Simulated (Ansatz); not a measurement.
# How many bands does the GW gap of CaTiN2 (Pmmn) need?, part 2 of 2

Wanted: a G0W0 gap for CaTiN2 (Pmmn) that is converged in bands and cutoff, or an estimate of the limit.

Ansatz 0.2.0; G0W0 on r2SCAN, plane waves, PAW. Known limits of the many-body steps: not at the basis limit; coarse k mesh.

So far. Step 4 (688 empty bands, screening to 200 eV): Against the run with 4×4×2 mesh, 320 empty bands, screening to 120 eV, the gap moves by +0.11 eV.

## 5. Changing the frequency model: 4×4×2 mesh, 320 empty bands, screening to 120 eV, plasmon pole

A plasmon pole stands in for the full frequency dependence of the screening; this run shows what that costs in accuracy. Bands and cutoff differ from the step before, so it is read against an earlier run that matches them.

File input.yaml:

```yaml
crystal:
  lattice:
    - [3.6131, 0.0, 0.0]
    - [0.0, 3.9365, 0.0]
    - [0.0, 0.0, 7.5421]
  atoms:
    - { symbol: Ca, position: [0.0, 0.5, 0.8496394539] }
    - { symbol: Ca, position: [0.5, 0.0, 0.1503605461] }
    - { symbol: Ti, position: [0.0, 0.5, 0.407547735] }
    - { symbol: Ti, position: [0.5, 0.0, 0.592452265] }
    - { symbol: "N", position: [0.5, 0.5, 0.5283250645] }
    - { symbol: "N", position: [0.0, 0.0, 0.4716749355] }
    - { symbol: "N", position: [0.0, 0.5, 0.1641950872] }
    - { symbol: "N", position: [0.5, 0.0, 0.8358049128] }
kpoints:
  mp_grid: { grid: [4, 4, 2] }
hamiltonian:
  xc: r2scan
scf:
  occupations: { method: fixed }
gw:
  n_empty_bands: 320
  ecut_chi: 120
  qp_bands: [v2, c2]
  qp_kpoints: band_edges
  screening: { model: godby_needs }
```

The run is started by

```console
$ ansatz run input.yaml --threads 3 --pin off --max-ram 64512MiB --backend cuda --events-out ev --progress --plain --runs-dir out --devices 1 --max-vram 24GiB  # rebuilt from the run's record
```

Numbers of over 12 decimals in the logs are rounded to 6 here.

What it wrote:

```text
GPUs: using 1 of 1 available (devices: 1).
[...]
GPU FFT provider: cuFFT
GPU libraries: cuBLAS 13.8.2, cuFFT 12.4.0, cuSOLVER 12.3.4
Crystal: 8 atoms, lattice volume = 107.271 Å³
Basis set: ecut = 500 eV, 2729 PW (Γ), exchange–correlation on 108×120×240 points (64 copies of the dense FFT grid, shifted against one another)
Bands: 40, of which v1, the nominal top of the filled ones, is band 32 counted from 1 (31 counted from 0)
[...]
1    34     12.8994   -10.5955    -5.2873   -16.7915  0.7934    13.8144    13.8080  root
[...]
17    31      8.8923   -18.8546     2.7113   -16.0304  0.7811     8.7793     8.7794  root
    17    32      8.8923   -18.8546     2.7113   -16.0304  0.7811     8.7793     8.7794  root
    17    33     12.5777   -12.0825    -5.6042   -18.4692  0.7797    13.3647    13.3601  root
    17    34     12.5777   -12.0825    -5.6042   -18.4692  0.7797    13.3647    13.3601  root
[key lines of the parts left out:]
SCF converged after 8 iterations
Free energy (F): -10204.471905 eV
Fermi energy:    9.816229 eV
```

Run time: 12 s. Hardware: 1 × NVIDIA H100 80GB HBM3 (shared by 3 runs) with 3 threads of AMD EPYC 7R13 (Zen 3), shared host; peak memory 1.9 GiB.

This step gave:

```yaml
bands_summed: 352
plasmon_pole_fit_frequency: 28.68 eV
rpa_eps_infinity_on_this_mesh_eigenvalues: 6.671, 9.242, 10.57
plane_waves_in_the_screening_matrix: 325
g0w0_gap_on_the_mesh: 1.768 eV
k_of_the_valence_top: 0, 0, 0
k_of_the_conduction_bottom: 0, 0, 0
starting_gap_on_the_mesh: 1.070 eV
least_direct_g0w0_gap_on_the_computed_points: 1.768 eV
```

Against the run with 4×4×2 mesh, 320 empty bands, screening to 120 eV, the gap moves by −0.02 eV.

## 6. Changing the files: 4×4×2 mesh, 320 empty bands, screening to 120 eV, hard PAW files

Other atomic data (hard PAW) test the pseudisation: the cutoff goes from 500 to 870 eV, with the same valence electrons.

input.yaml: that of step 5 with these lines changed.

```diff
@@ -18,2 +18,3 @@
   xc: r2scan
+  pseudopotentials: { kind: paw, source: ansatz }
 scf:
@@ -25,2 +26,2 @@
   qp_kpoints: band_edges
-  screening: { model: godby_needs }
+  screening: { model: contour_deformation }
```

What it wrote:

```text
GPUs: using 1 of 1 available (devices: 1).
[...]
GPU FFT provider: cuFFT
GPU libraries: cuBLAS 13.8.2, cuFFT 12.4.0, cuSOLVER 12.3.4
Crystal: 8 atoms, lattice volume = 107.271 Å³
Basis set: ecut = 870 eV, 6255 PW (Γ), exchange–correlation on 144×160×300 points (64 copies of the dense FFT grid, shifted against one another)
Bands: 40, of which v1, the nominal top of the filled ones, is band 32 counted from 1 (31 counted from 0)
[...]
1    34     12.8744   -10.5946    -5.4173   -16.7915  0.7346    13.6961    13.6541  root
[...]
17    31      8.8682   -18.8469     2.6859   -16.0233  0.7258     8.7299     8.7305  root
    17    32      8.8682   -18.8469     2.6859   -16.0233  0.7258     8.7299     8.7305  root
    17    33     12.5513   -12.0765    -5.6948   -18.4618  0.7234    13.2704    13.2418  root
    17    34     12.5513   -12.0765    -5.6948   -18.4618  0.7234    13.2704    13.2418  root
[key lines of the parts left out:]
SCF converged after 11 iterations
Free energy (F): -10204.624483 eV
Fermi energy:    9.792650 eV
```

Elapsed: 12 s, on 1 × NVIDIA H100 80GB HBM3 (shared by 3 runs) with 3 threads; peak memory 2.4 GiB.

This step gave:

```yaml
bands_summed: 352
rpa_eps_infinity_on_this_mesh_eigenvalues: 6.669, 9.265, 10.61
plane_waves_in_the_screening_matrix: 325
g0w0_gap_on_the_mesh: 1.789 eV
k_of_the_valence_top: 0, 0, 0
k_of_the_conduction_bottom: 0, 0, 0
starting_gap_on_the_mesh: 1.066 eV
least_direct_g0w0_gap_on_the_computed_points: 1.789 eV
```

Against the run with 4×4×2 mesh, 320 empty bands, screening to 120 eV, the gap moves by −0.0003 eV.

## 7. Side by side

Times are wall times on 1 × NVIDIA H100 80GB HBM3 (shared by 3 runs) with 3 threads of AMD EPYC 7R13 (Zen 3), shared host, good to a factor of about two.

```
 mesh        files            frequency  bands summed  cutoff (eV)  start (eV)  G0W0 (eV)   time  host memory (GiB)
4×4×2  default PAW  contour deformation           145           60       1.070      1.734  6.2 s                1.4
4×4×2  default PAW  contour deformation           352          120       1.070      1.789   16 s                1.8
4×4×2  default PAW  contour deformation           720          200       1.070      1.901   21 s                3.1
4×4×2  default PAW         plasmon pole           352          120       1.070      1.768   12 s                1.9
4×4×2     hard PAW  contour deformation           352          120       1.066      1.789   12 s                2.4
```

How the two edges are built up, in eV (the quasiparticle level is the starting level plus Σx plus Σc less Vxc):

```
      run               edge  start      Σx     Σc     Vxc     Z     QP
145 bands        valence top   9.70  -21.54   3.09  -19.07  0.74  10.32
145 bands  conduction bottom  10.89  -12.25  -5.69  -19.10  0.73  12.05
352 bands        valence top   9.70  -21.54   2.63  -19.07  0.73   9.85
352 bands  conduction bottom  10.89  -12.25  -6.09  -19.10  0.73  11.64
720 bands        valence top   9.70  -21.54   2.36  -19.07  0.73   9.59
720 bands  conduction bottom  10.89  -12.25  -6.25  -19.10  0.73  11.49
```

 Where G0W0 reorders the edges (145 bands, 352 bands and 720 bands), the two states listed lie further apart at the start than the starting gap.

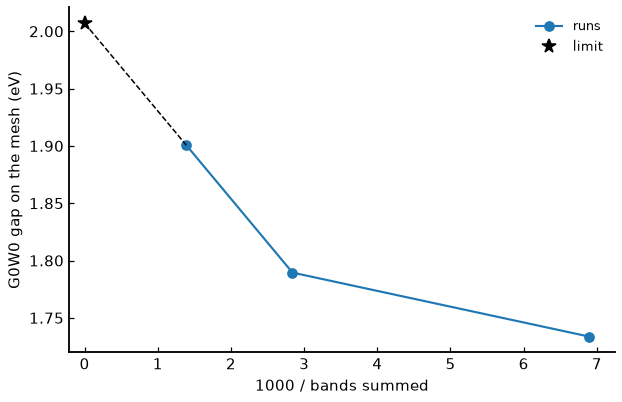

The gap against one over the number of bands; the dashed line carries the two highest rungs to the limit.

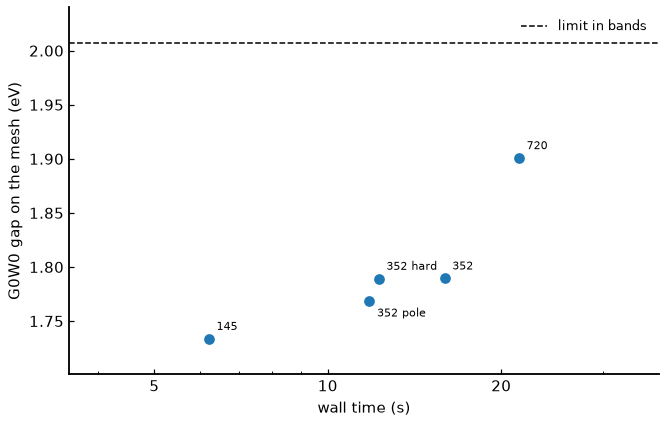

Result against wall time.

## 8. Summary of results

```
145 bands, 60 eV                    : 1.734 eV
352 bands, 120 eV                   : 1.789 eV
720 bands, 200 eV                   : 1.901 eV
estimated limit in bands and cutoff : 2.01 eV
mesh and start                      : 4×4×2, r2SCAN
```

**Reading.** A line in one over the bands through the two highest rungs gives 2.01 eV, +0.11 eV from the top rung; the pair below gives 1.83 eV, so the estimate is still climbing. The rungs stand 0.27 eV (145 bands), 0.22 eV (352 bands) and 0.11 eV (720 bands) from it. From 145 to 720 bands the gap moves by +0.17 eV while the time grows 3.5-fold. Σc changes by −0.73 eV at the valence top and −0.56 eV at the conduction bottom, so the levels themselves move more than the gap between them. The plasmon-pole model gives −0.02 eV against contour deformation, 3 % of the correction. Hard PAW files move the gap by −0.0003 eV at equal bands and cutoff, −0.003 eV of it in the start. The 4×4×2 mesh is coarse for this cell (its supercell is 14 Å along the shortest edge). The RPA ε∞ on it, from the r2SCAN start, is 6.65, 9.23 and 10.55; such meshes misread the long-range screening, most where the gap is narrow.

[Paths, hosts, dates, memory and timing lines, banners, echoed tables and standing remarks are left out of the program output.]

[Logs are printed without paths, hosts, clocks, repeated set-up lines and the standing remarks that a program may print on its own settings, such as how far it seeks lower states.]

[Runs of the session that timed out or met a known fault of the program may be left out.]

[Cells called generated may have been cut or substituted from an entry of the Crystallography Open Database or the Materials Project.]

[Hosts, paths, dates, database ids (printed as entryN), source tags and the programs' standing remarks are cut or masked in the printed files.]
